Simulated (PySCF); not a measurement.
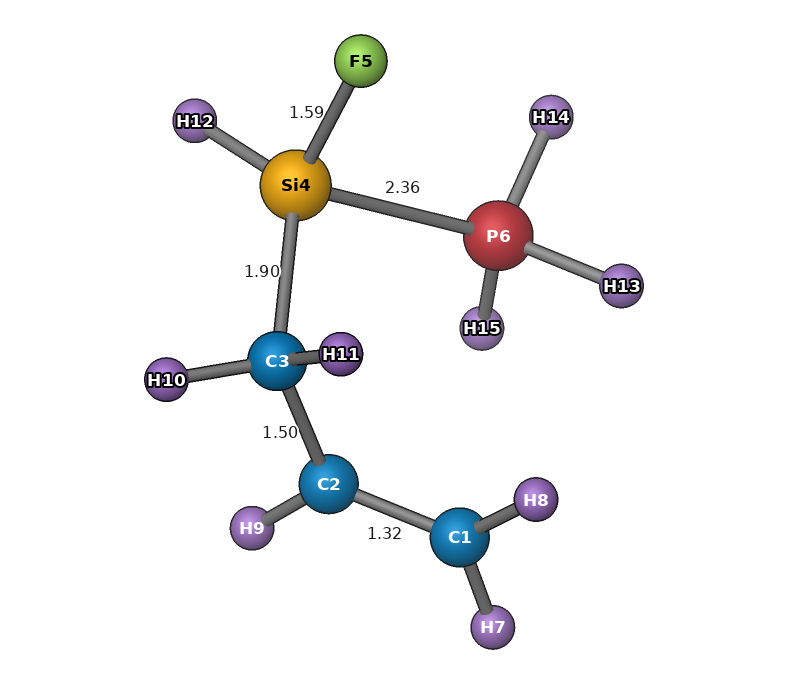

The numbers beside the sticks are distances in Å. Sticks don't show bond order. Charge +1, singlet. The geometry was computed by an optimisation with GFN2-xTB. No frequency run is at hand to confirm it as a minimum.

Question: Which of the marked bonds are single, double, triple or aromatic?

Answer: C1–C2 double; C2–C3 single; C3–Si4 single; Si4–F5 single; Si4–P6 single. This is one Lewis structure.

Question: Write the SMILES.

Answer: C=CC[Si@@H](F)[PH3+]
